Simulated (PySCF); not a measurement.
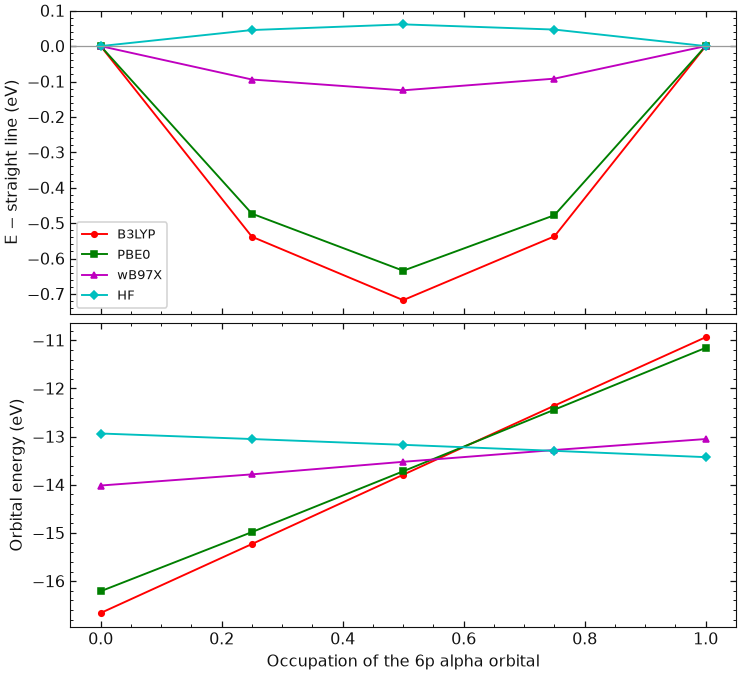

One 6p alpha orbital of Pb⁺ ([Xe] 4f¹⁴ 5d¹⁰ 6s² 6p) is emptied in steps. The plot gives the energy less the straight line between the integer ends; the lower panel gives the orbital energy. PySCF, aug-cc-pVDZ-PP with a 60-electron core potential, unrestricted single determinants, no spin-orbit coupling.

> What do the curves say about each method?

B3LYP: convex (delocalisation error), largest departure −0.72 eV, removal energy 13.79 eV, orbital energy from −10.9 eV when full to −16.7 eV when empty; PBE0: convex (delocalisation error), largest departure −0.63 eV, removal energy 13.71 eV, orbital energy from −11.2 eV when full to −16.2 eV when empty; wB97X: convex (delocalisation error), largest departure −0.12 eV, removal energy 13.53 eV, orbital energy from −13.0 eV when full to −14.0 eV when empty; HF: concave (localisation error), largest departure 0.061 eV, removal energy 13.17 eV, orbital energy from −13.4 eV when full to −12.9 eV when empty. The measured removal energy is 15.03 eV. The exact energy is a straight line between whole electron numbers.
